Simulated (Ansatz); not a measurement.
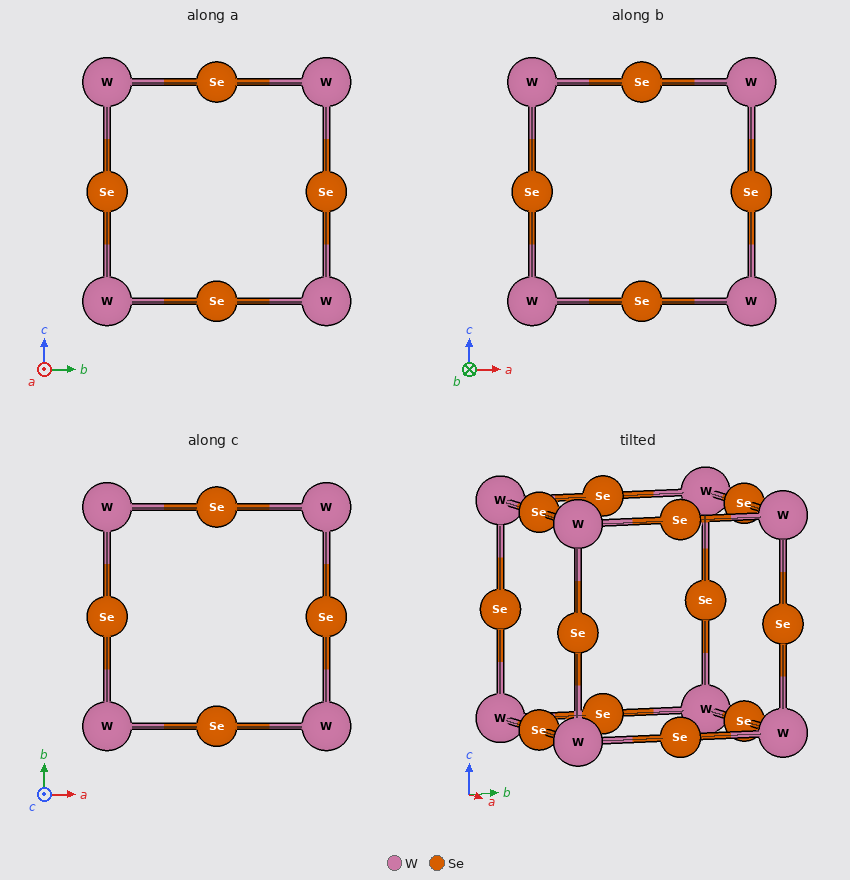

The crystal in a ball-and-stick representation, seen along the a axis, along the b axis, along the c axis and slightly off an axis. Lines trace the edges of the conventional unit cell.

Lattice parameters: a = 4.761 Å, b = 4.761 Å, c = 4.761 Å, α = 90.00°, β = 90.00°, γ = 90.00°. Put a along x and b in the xy plane.

Question: Set out the cell and atoms as a POSCAR file.

Answer:
```
W Se
1.0
     4.761    0.000    0.000
     0.000    4.761    0.000
     0.000    0.000    4.761
W Se
1 3
Direct
  0.0000 0.0000 0.0000
  0.0000 0.0000 0.5000
  0.0000 0.5000 0.0000
  0.5000 0.0000 0.0000
```

The starting point was a structure type filled with these elements by a generator (whether the compound takes this form wasn't checked). It was relaxed with Ansatz 0.2.0, DFT PBEsol, scalar-relativistic, plane waves, PAW under a constraint or pressure on the cell, so some stress remains.

At this level of theory the cell isn't at rest (compressed, at 8 GPa), so its distances can differ from those at equilibrium, the more so the softer the solid.
